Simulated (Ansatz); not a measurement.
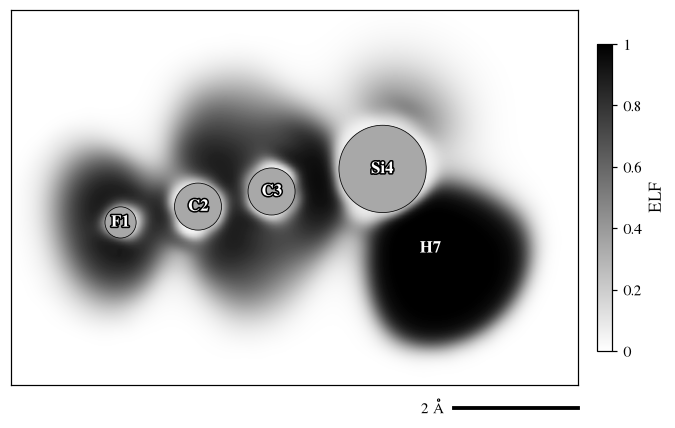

*C$_{2}$H$_{3}$FSi. ELF on the plane of atoms C3, Si4 and H7. Grey discs cover the atomic cores.*

Geometry: PBE0-D4/def2-TZVP.

Method: RKS PBE0-D4/def2-TZVPP in Ansatz 0.2.0.

```tsv
atom	x (Å)	y (Å)	z (Å)
F	1.7947	-2.3201	1.2888
C	1.0864	-1.4042	0.7749
C	0.4126	-0.5351	0.2869
Si	-0.6013	0.7796	-0.4490
H	-1.5196	0.1913	-1.4545
H	-1.3927	1.4464	0.6138
H	0.2811	1.7742	-1.1067
```

Read the bonding off the picture.

Answer. The plane passes through F, C, Si and H nuclei. C–C (1.20 Å): the ELF peaks at about 0.80 between the atoms (a multiple bond). C–F (1.27 Å): the ELF peaks at about 0.85 between the atoms, as expected for a shared but strongly polarised pair. C–Si (1.82 Å): the ELF peaks at about 0.95 between the atoms: localised, covalent bonding. Si–H (1.48 Å): the ELF climbs to about 1 towards the hydrogen, as it does in any bond to H. The ELF also peaks beside F1, away from the bonds: lone-pair regions.
